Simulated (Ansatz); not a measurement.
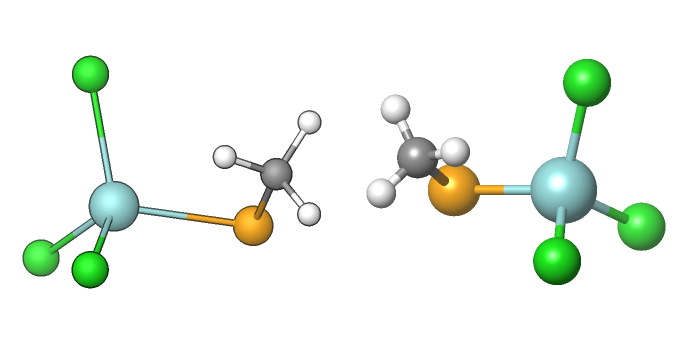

Both panels show the same species. Colours: carbon grey, selenium orange, zirconium light teal, chlorine green, hydrogen white.

The species is neutral and a spin singlet.

**Count the atoms of each element.**

CH₃Cl₃SeZr, 9 atoms: 1 carbon, 3 hydrogen, 3 chlorine, 1 selenium and 1 zirconium.

**Give the symmetry (Schoenflies symbol).**

Cs.

**How many sets of symmetry-equivalent atoms are there?**

7: 1 C, 1 Se, 1 Zr, 2 Cl, 1 Cl, 2 H, 1 H.

More results for the same structure follow; atom numbers are the same in all pictures, views and colours differ. Computed geometry: PBE0-D4/def2-TZVP optimisation.

### Charges

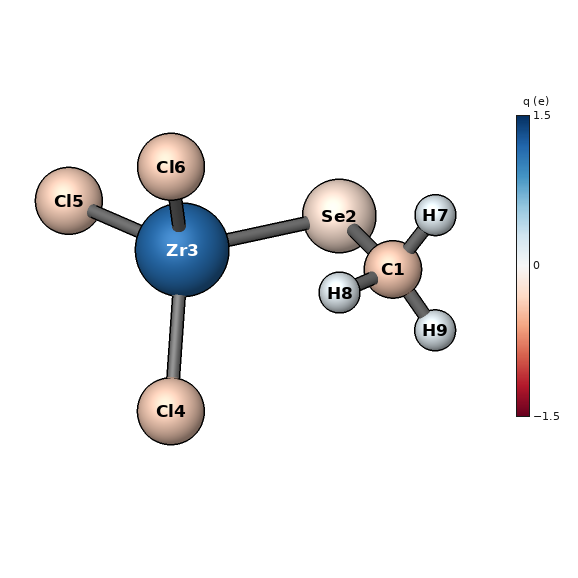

Atoms are coloured by their Mulliken charges. Properties computed with RKS PBE0-D4/def2-TZVP, core potentials on Zr (Ansatz 0.2.0).

Give the Mulliken charges atom by atom.

```json
{"atom": "C1", "value (e)": "−0.38"}
{"atom": "Se2", "value (e)": "−0.23"}
{"atom": "Zr3", "value (e)": "1.15"}
{"atom": "Cl4", "value (e)": "−0.35"}
{"atom": "Cl5", "value (e)": "−0.34"}
{"atom": "Cl6", "value (e)": "−0.35"}
{"atom": "H7", "value (e)": "0.17"}
{"atom": "H8", "value (e)": "0.16"}
{"atom": "H9", "value (e)": "0.17"}
```

### Electronic properties

Properties computed with RKS revPBE-D4/def2-TZVPP, core potentials on Zr (Ansatz 0.2.0).

**Give the HOMO–LUMO gap at this level.**

3.03 eV.

**Give the HOMO energy (Kohn–Sham orbital) at this level.**

−6.27 eV.

**Give the dispersion correction at this level.**

−77.5 kJ/mol.

### Vibrations

Harmonic vibrations computed with RKS PBE0-D4/def2-TZVP, core potentials on Zr (Ansatz 0.2.0) at a stationary point of the same level.

**How many vibrational modes are there, and where do they lie?**

21 modes: 59, 74, 77, 82, 97, 99, 110, 132, 289, 386, 416, 425, 586, 902, 922, 1329, 1432, 1470, 3036, 3141, 3199 cm⁻¹.

### Dipole moment

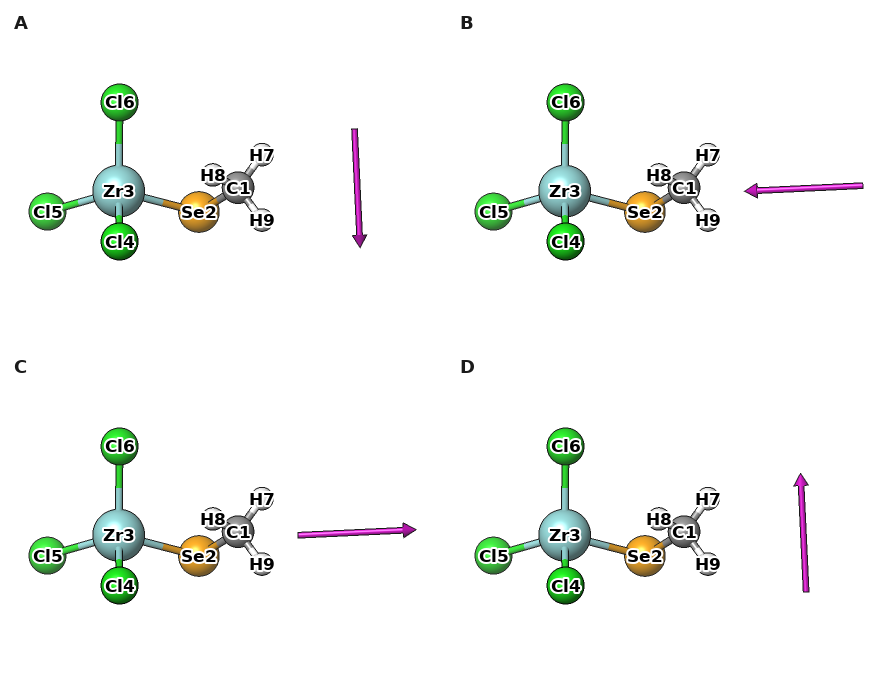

The same molecule four times, each with an arrow. Method: RKS PBE-D4/def2-TZVPP, core potentials on Zr (Ansatz 0.2.0).

**Which arrow points along the dipole moment, from the negative to the positive end?**

C. The dipole moment is 1.96 D; it points from the side of Cl5 to the side of H7, H9 (the outermost atoms at the two ends).

Mulliken values depend strongly on the basis set and can even reverse the polarity of a bond.
